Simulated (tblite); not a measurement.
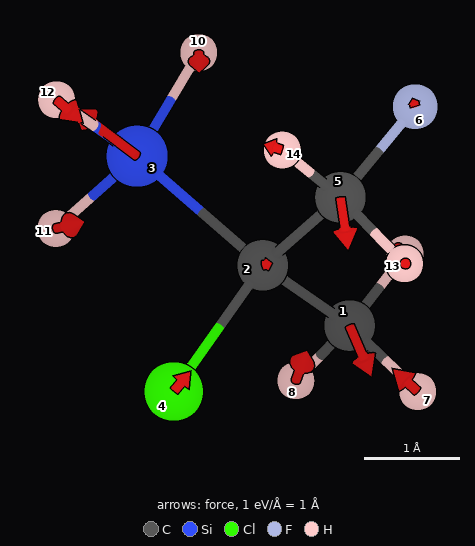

Starting geometry of C$_{3}$H$_{8}$ClFSi with the computed forces as red arrows. A ball-and-stick model, seen from a free direction.

The calculation used tblite 0.8.0, GFN2-xTB geometry optimisation, gas phase. 

Question: Is this structure relaxed? If not, where do the atoms go?

Answer: It isn't relaxed: the largest force vector, on the Si atom, is 0.97 eV/Å. The final displacements have little in common with the starting forces (cosine between the two patterns 0.23). The atom that moves furthest after the best rigid fit is the F atom (0.22 Å). Largest moves by element: F 0.22 Å, H 0.19 Å, Cl 0.09 Å, Si 0.05 Å, C 0.04 Å. Near-neighbour distances that change, for instance: H–Si 1.485 → 1.460 Å, C–Si 1.910 → 1.926 Å, C–C 1.535 → 1.520 Å, C–H 1.104 → 1.090 Å. Among the angles between lasting bonds that change: C–Si–H 110.1° → 105.8°, H–Si–H 107.7° → 111.9°, C–Si–H 110.6° → 106.8°. Over 47 geometry steps the energy falls by 7.70 kJ/mol.
